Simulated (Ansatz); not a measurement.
**RPA@PBE/def2-SVP (core potential) run of InPH6 (SMILES [PH3+][InH3-])**

Aim: the electronic atomisation energy of InPH6 at RPA@PBE/def2-SVP (core potential), from 4 runs. 

Program for the calculation: Ansatz 0.2.0.

50 further runs of the same task are left out: 3 that didn't finish, 47 set aside as unsound or not needed.

## Step 1: The structure to begin with

The species is InPH6 (8 atoms), meant as a singlet with charge 0. SMILES: `[PH3+][InH3-]`. The coordinates come from a PBE0-D4/def2-TZVP relaxation.

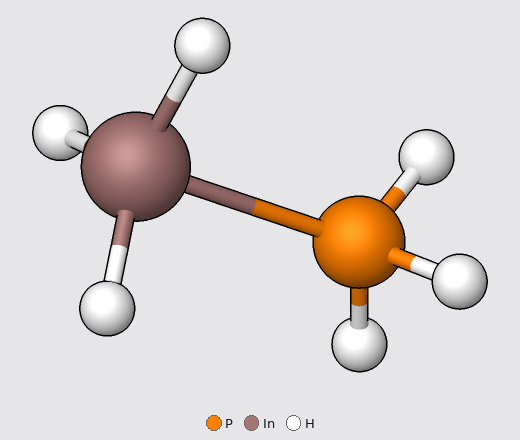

The structure, seen from a chosen angle (phosphorus orange, indium brown, hydrogen white).

## Step 2: The energy at RPA@PBE/def2-SVP (core potential)

The input, job.yaml:

```yaml
crystal:
  periodic: [false, false, false]
  atoms:
    - {symbol: P, position_ang: [-0.593300, 0.062600, -1.026600]}
    - {symbol: In, position_ang: [0.822000, -0.099900, 1.362800]}
    - {symbol: H, position_ang: [-1.997500, -0.077200, -1.021800]}
    - {symbol: H, position_ang: [-0.318900, -0.855700, -2.062100]}
    - {symbol: H, position_ang: [-0.526800, 1.240500, -1.800800]}
    - {symbol: H, position_ang: [0.023300, 1.240800, 2.111900]}
    - {symbol: H, position_ang: [2.376100, 0.140700, 0.638900]}
    - {symbol: H, position_ang: [0.307400, -1.708800, 1.741800]}
basis:
  gaussian: {orbitals: def2-SVP}
hamiltonian: {xc: pbe}
correlation: {method: rpa, frozen_orbitals: {H: 0, In: 4, P: 5}}
accuracy: high
```

Started as:

```bash
$ ansatz run job.yaml --threads 1 --pin off --max-ram 3480MiB --events-out events.jsonl --progress --plain --runs-dir runs
```

What it wrote:

```text
Warning: RAYON_NUM_THREADS=1 ignored (pool sized by the plan → 1); use --threads N
Functional definition: PBE
  name "PBE"
  parameter kappa = 0.804
  parameter beta = 0.06672455060314922
  exchange = pbe_x(kappa = kappa, mu = beta*pi^2/3)
  correlation = pbe_c(beta = beta)
1767 factors; integrals over basis functions are off by at most 4.0e-9 eV
mean field evaluation 1: about -14549.9308 eV, gradient 1.8e1 eV
mean field evaluation 2: about -14549.9243 eV, gradient 1.8e1 eV
mean field evaluation 4: about -14551.2087 eV, gradient 2.8e0 eV
mean field evaluation 8: about -14551.2315 eV, gradient 3.5e-2 eV
mean field evaluation 16: about -14551.2315 eV, gradient 2.0e-6 eV
mean field -14551.23153561 eV, -534.7478957546 hartree, gradient 1.6e-8 eV, S^2 0.000000; 0 other end points of the search recorded, 0 dependent functions left out
9 core orbitals not correlated: weight in the atoms' cores, before any rotation towards them, 1.000 or more for the frozen orbitals, at most 0.000 for the correlated occupied ones
reference -14510.34397749 eV, -533.2453057085 hartree; 12, 12 occupied and 53, 53 virtual orbitals, 1767 factors
Total energy: -14523.68156112 eV, -533.7354528664 hartree
```

Wall time 8.1 s (1 thread of Intel Xeon Platinum 8488C (Sapphire Rapids), shared host); peak memory 0.35 GiB.

## Step 3: The H atom, same level

The input, molecule.yaml:

```yaml
crystal:
  periodic: [false, false, false]
  atoms:
    - {symbol: H, position_ang: [0.000000, 0.000000, 0.000000]}
basis:
  gaussian:
    orbitals: def2-SVP
magnetization:
  spin_polarized: true
  initial_magnetization: 1
hamiltonian:
  xc: pbe
correlation:
  method: rpa
  frozen_orbitals: {H: 0}
accuracy: high
```

Run the same way, it converges to -0.51231 Eh (log not shown).

## Step 4: The In atom, same level

The input, in.yaml:

```yaml
crystal:
  periodic: [false, false, false]
  atoms:
    - {symbol: In, position_ang: [0.000000, 0.000000, 0.000000]}
basis:
  gaussian:
    orbitals: def2-SVP
accuracy: high
correlation:
  method: rpa
  frozen_orbitals: {In: 4}
hamiltonian:
  xc: {name: PBE}
magnetization:
  spin_polarized: true
  initial_magnetization: 1
```

Run the same way, it converges to -189.30800 Eh (log not shown).

## Step 5: The P atom, same level

The input, molecule.yaml:

```yaml
crystal:
  periodic: [false, false, false]
  atoms:
    - {symbol: P, position_ang: [0.000000, 0.000000, 0.000000]}
basis:
  gaussian: {orbitals: def2-SVP}
magnetization: {spin_polarized: true, initial_magnetization: 3}
hamiltonian: {xc: {name: PBE}}
correlation: {method: rpa, frozen_orbitals: {P: 5}}
accuracy: high
```

Run the same way, it converges to -340.71790 Eh (log not shown).

## Step 6: Summary of results

Level: RPA@PBE/def2-SVP (core potential), 9 core orbitals frozen.

```
                                  quantity          value
                    molecule: total energy  -533.73545 Eh
molecule: RPA correlation energy (valence)     -490.1 mEh
                      H atom: total energy    -0.51231 Eh
            H atom: RPA correlation energy      -13.0 mEh
 H atom: ⟨S²⟩ of the reference determinant          0.750
                     In atom: total energy  -189.30800 Eh
 In atom: RPA correlation energy (valence)     -113.2 mEh
In atom: ⟨S²⟩ of the reference determinant          0.752
                      P atom: total energy  -340.71790 Eh
  P atom: RPA correlation energy (valence)     -123.6 mEh
 P atom: ⟨S²⟩ of the reference determinant          3.750
             electronic atomisation energy      17.298 eV
```

**Reading.** Taking the molecule apart into free atoms costs 17.30 eV (1669 kJ/mol), before zero-point energy and without spin-orbit coupling.
